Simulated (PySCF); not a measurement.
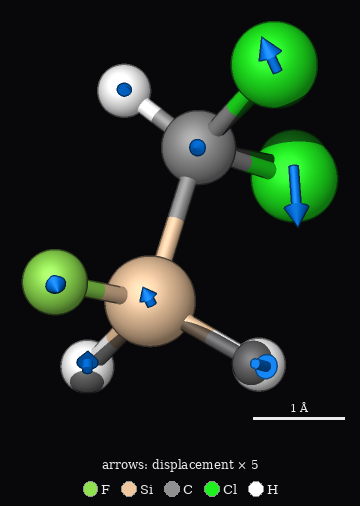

This is a relaxation of CH$_{3}$Cl$_{2}$FSi. The starting structure is drawn faded, the final one solid; blue arrows show the displacements, 5 times their true length. The two geometries are superimposed by the best rigid fit.

The picture is a ball-and-stick view, seen from a free direction.

The start comes from GFN2-xTB. Its atoms were then displaced at random by about 0.01 Å.

All numbers below come from PBE0-D3(BJ)/def2-SVP geometry optimisation, gas phase (PySCF 2.14.0, density-fitted response routines). 

Question: What happened in the run?

Answer: Over 4 geometry steps the energy falls by 2.02 kcal/mol. A Cl atom moves most after the best rigid fit: 0.15 Å. By element the largest moves are Cl 0.15 Å, H 0.11 Å, F 0.06 Å, Si 0.05 Å, C 0.04 Å. Some distances before and after: C–Si 1.938 → 1.894 Å, H–Si 1.446 → 1.482 Å, C–Cl 1.767 → 1.790 Å, C–H 1.080 → 1.098 Å. Bond angles that change, for instance: H–Si–H 118.0° → 113.8°, Si–C–Cl 109.1° → 105.1°, Si–C–Cl 108.0° → 110.7°. Cost: 26 s on 1 thread of Arm Neoverse N1, with other jobs on the host.
